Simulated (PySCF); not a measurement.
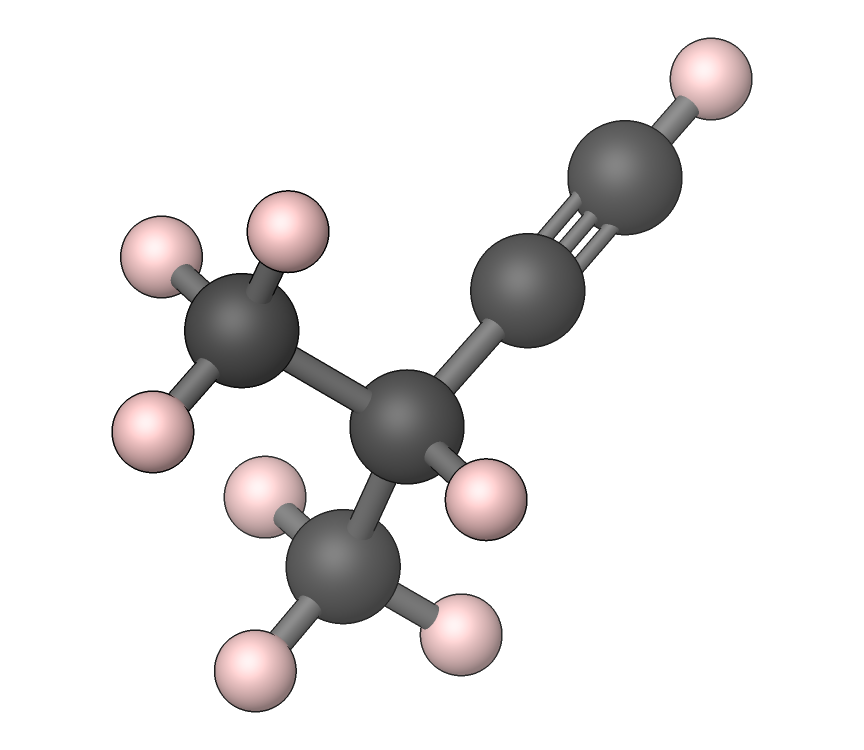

A ball-and-stick model of a molecule. Double and triple bonds are drawn as two and three sticks. Colours: carbon dark grey, hydrogen pink.

The geometry was computed by an optimisation with GFN2-xTB. No frequency run is at hand to confirm it as a minimum.

Describe the molecule.

The molecule is C₅H₈. Its SMILES string is `C#CC(C)C`. It has no ring. Among its groups: alkyne. This geometry has Cs symmetry. Coordination: 2 C linear; 3 C tetrahedral.

The parts below concern this one geometry. Atoms keep their numbers from picture to picture.

Shape

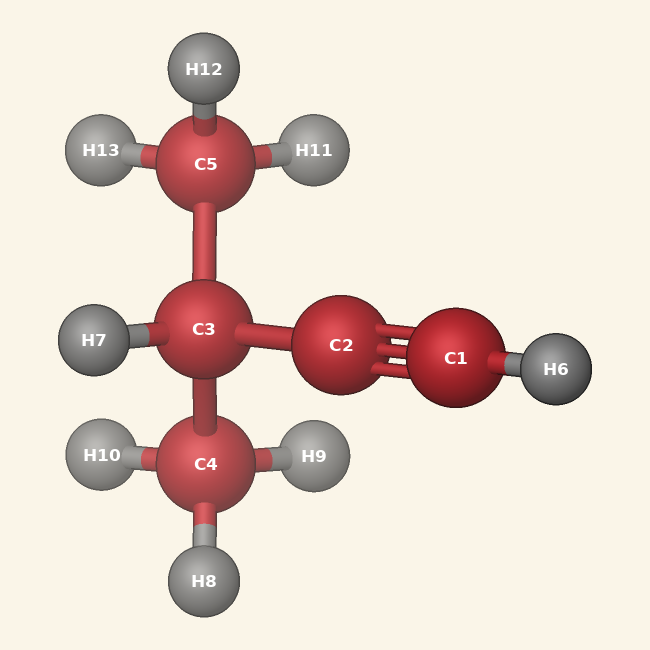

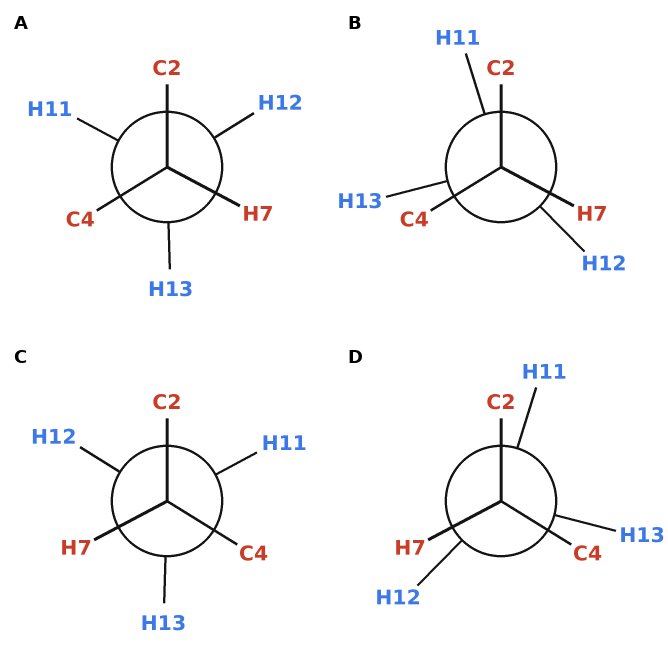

Depth is shown by fading: the farther an atom, the more it takes the colour of the background. Bonds that would overlap in a projection are set slightly apart. No frequency run is at hand to confirm it as a minimum.

Which Newman projection shows the view along C3–C5, with C3 in front?

C. The torsion angle C4–C3–C5–H11 is −60°, synclinal (gauche).

NMR shielding

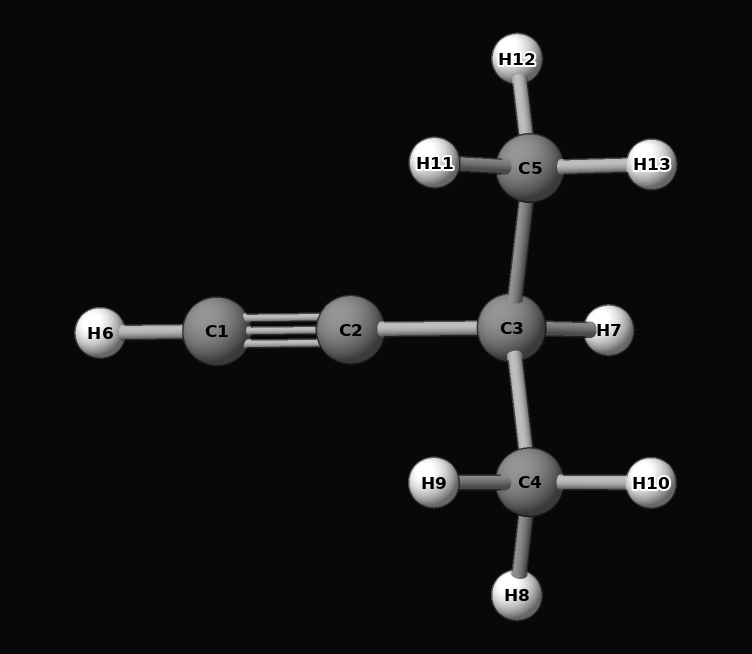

The questions are on isotropic NMR shieldings of the C atoms. No frequency run is at hand to confirm it as a minimum. Properties computed with GIAO PBE0/pcSseg-1 NMR shielding, non-relativistic, gas phase (PySCF 2.14.0).

Give the isotropic NMR shieldings of the C atoms atom by atom.

```tsv
atom	σ (ppm)
C1	112.3
C2	92.3
C3	163.9
C4	161.5
C5	161.5
```

Charges

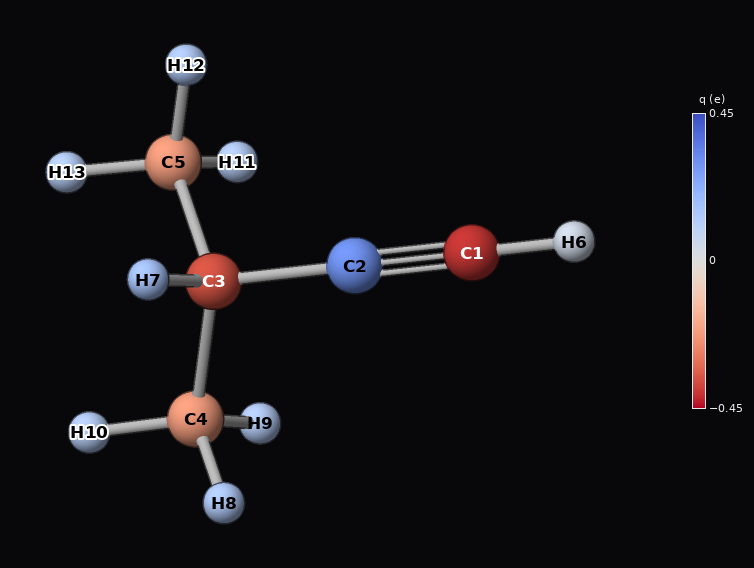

Atoms are coloured by their Mulliken charges. No frequency run is at hand to confirm it as a minimum. Properties computed with PBE0/pcSseg-1, gas phase (PySCF 2.14.0).

List the Mulliken charges.

```json
{"atom": "C1", "value (e)": "−0.40"}
{"atom": "C2", "value (e)": "0.29"}
{"atom": "C3", "value (e)": "−0.35"}
{"atom": "C4", "value (e)": "−0.21"}
{"atom": "C5", "value (e)": "−0.21"}
{"atom": "H6", "value (e)": "0.04"}
{"atom": "H7", "value (e)": "0.15"}
{"atom": "H8", "value (e)": "0.13"}
{"atom": "H9", "value (e)": "0.12"}
{"atom": "H10", "value (e)": "0.11"}
{"atom": "H11", "value (e)": "0.12"}
{"atom": "H12", "value (e)": "0.13"}
{"atom": "H13", "value (e)": "0.11"}
```

Electronic properties

No frequency run is at hand to confirm it as a minimum. Properties computed with PBE0/def2-SVPD, gas phase (PySCF 2.14.0). Excitations: vertical, linear response.

What does the calculation give?

- dipole moment: 0.77 D
- HOMO energy (Kohn–Sham orbital): −7.72 eV
- LUMO energy (Kohn–Sham orbital): 0.66 eV
- HOMO–LUMO gap: 8.37 eV
- mean static polarisability: 59.1 bohr³
- lowest vertical singlet excitation: 6.74 eV
- its oscillator strength: 0.002
- brightest of the 6 lowest singlets: 8.26 eV
- its oscillator strength: 0.06

Mulliken values depend strongly on the basis set and can even reverse the polarity of a bond.
